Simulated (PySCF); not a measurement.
SMILES C[CH2][In]([CH3])[OH], singlet at its B3LYP/def2-SVP optimised geometry (Å):

```
14

In    -0.8673     0.2477     0.0000
C     -2.4388    -1.2729    -0.0037
H     -2.0081    -2.2815     0.0733
H     -3.0159    -1.1988    -0.9382
H     -3.1187    -1.1041     0.8451
C      1.3220     0.2477     0.0000
C      2.0189    -1.1125     0.0764
H      1.6077     0.8963     0.8448
H      1.6079     0.7955    -0.9136
H      1.7554    -1.7641    -0.7734
H      1.7589    -1.6629     0.9959
H      3.1187    -1.0056     0.0682
O     -1.5031     2.1772     0.0000
H     -2.4639     2.2815    -0.0008
```

Computed with B3LYP/def2-TZVP, def2 effective core potentials past Kr in PySCF. The core electrons that the potentials of In replace are not part of the density.

Map of the Laplacian of the electron density (e/bohr⁵) on the plane z = 1.0 Å:

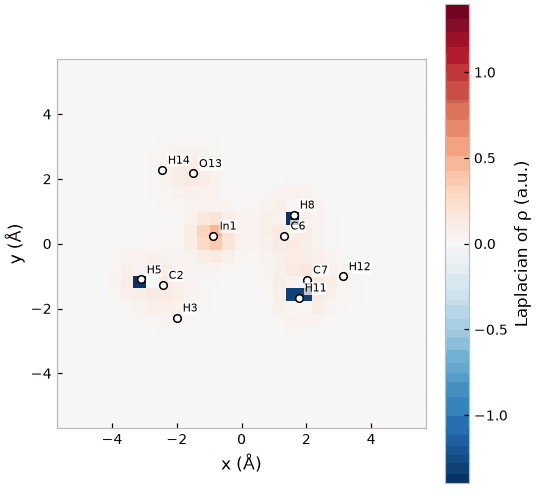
*Laplacian of the electron density (e/bohr⁵) on the plane z = 1.0 Å.*
